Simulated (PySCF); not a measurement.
# [GeH3]− (SMILES [H][Ge-]([H])[H]): CCSDTQ/STO-3G

What is the energy change on altering one bond length of [GeH3]− at CCSDTQ/STO-3G? Input form: a Python script.

The calculation is run with PySCF 2.14.0.

8 further runs of the same task are left out: 8 set aside as unsound or not needed.

## (1) Starting point

The species is [GeH3]− (4 atoms), meant as a singlet with charge -1. As SMILES, `[H][Ge-]([H])[H]`. Geometry: a GFN2-xTB relaxation, a rough one for these elements and not checked as a minimum.

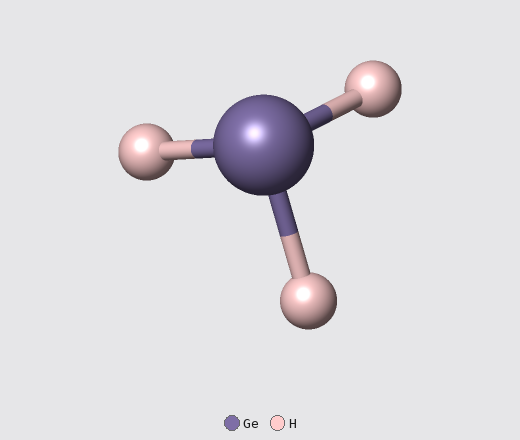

Viewed from a chosen angle; germanium purple, hydrogen pink.

## (2) A single-point energy at CCSDTQ/STO-3G

Contents of job.py:

```python
# [GeH3]-
from pyscf import gto, cc

mol = gto.M(
    atom=[
    ('Ge', (-0.007520, 0.005800, 0.768010)),
    ('H', (1.421950, -0.031460, -0.244430)),
    ('H', (-0.677460, 1.249470, -0.271720)),
    ('H', (-0.736970, -1.223820, -0.251850)),
],
    charge=-1,
    max_memory=1860,
    basis='sto-3g',
    spin=0,
    verbose=3,
)

myscf = mol.RHF()
myscf.conv_tol = 1e-10
myscf.kernel()
if not myscf.converged:
    myscf = myscf.newton().run(myscf.mo_coeff, myscf.mo_occ)

mycc = cc.CCSDTQ(myscf, frozen=9)
mycc.kernel()
e_tot = mycc.e_tot
print('E(%s) = %.9f' % ('CCSDTQ', e_tot))
```

Launch:

```
$ OMP_NUM_THREADS=1 python job.py
```

Log:

```text
converged SCF energy = -2053.23626044014
_make_eris_incore_RCCSDTQ
RCCSDTQ converged
E(RCCSDTQ) = -2053.305952056397   E_corr = -0.06969161626055288
E_corr(same-spin) = -0.000392057504602147
E_corr(oppo-spin) = -0.0692995587559507
E(CCSDTQ) = -2053.305952056
```

It took 6.6 s on 1 thread of Intel Xeon Platinum 8559C (Emerald Rapids), shared host; peak memory 0.13 GiB.

## (3) The distorted shape

Contents of input.py:

```python
from pyscf import gto, scf, cc

molecule = gto.M(
    atom='Ge 0.357216 0.620628 1.277955; H 1.786686 0.583368 0.265515; H -0.312724 1.864298 0.238225; H -0.736970 -1.223820 -0.251850',
    max_memory=1860,
    spin=0,
    basis='sto-3g',
    verbose=3,
    charge=-1,
)

mf = scf.RHF(molecule)
mf.conv_tol = 1e-10
mf.kernel()
if not mf.converged:
    mf = mf.newton().run(mf.mo_coeff, mf.mo_occ)

mycc = cc.CCSDTQ(mf, frozen=9)
mycc.kernel()
energy = mycc.e_tot
print('Final energy', energy)
```

Launch:

```
$ OMP_NUM_THREADS=1 python input.py
```

Log:

```text
converged SCF energy = -2053.09225508505
_make_eris_incore_RCCSDTQ
RCCSDTQ converged
E(RCCSDTQ) = -2053.196695380852   E_corr = -0.1044402958011076
E_corr(same-spin) = -0.000488799714614929
E_corr(oppo-spin) = -0.103951496086493
Final energy -2053.196695380852
```

Run time: 7.2 s. Hardware: 1 thread of Intel Xeon Platinum 8559C (Emerald Rapids), shared host; peak memory 0.12 GiB.

## (4) What came out

Level: CCSDTQ/STO-3G, 9 core orbitals frozen.

| quantity | value |
| --- | --- |
| first shape: total energy | -2053.30595 Eh |
| first shape: HOMO energy (Hartree–Fock orbitals) | 2.02 eV |
| first shape: LUMO energy (Hartree–Fock orbitals) | 18.56 eV |
| first shape: HOMO–LUMO gap (to an unbound level, set by the basis) | 16.54 eV |
| first shape: correlation energy (9 core orbitals frozen) | -69.7 mEh |
| first shape: T1 diagnostic | 0.008 |
| distorted shape: total energy | -2053.19670 Eh |
| distorted shape: HOMO energy (Hartree–Fock orbitals) | 2.46 eV |
| distorted shape: LUMO energy (Hartree–Fock orbitals) | 12.82 eV |
| distorted shape: HOMO–LUMO gap (to an unbound level, set by the basis) | 10.36 eV |
| distorted shape: correlation energy (9 core orbitals frozen) | -104.4 mEh |
| distorted shape: T1 diagnostic | 0.035 |
| energy change with the Ge1–H4 bond stretched from 1.756 to 2.634 Å | 2.973 eV |

In words: With the Ge1–H4 bond stretched from 1.756 to 2.634 Å the energy rises by 2.97 eV (69 kcal/mol). The first shape isn't relaxed at this level, so the change isn't measured from a minimum. The minimal basis adds a large error of its own. The HOMO (first shape) lies at positive energy, 2.02 eV: the electron is unbound at this level or held by a compact basis; values depend on the basis. Mulliken charges (distorted shape) of the mean-field density run from -0.50 on H4 to +0.07 on Ge1. The HOMO (distorted shape) lies at positive energy, 2.46 eV: the electron is unbound at this level or held by a compact basis; values depend on the basis.
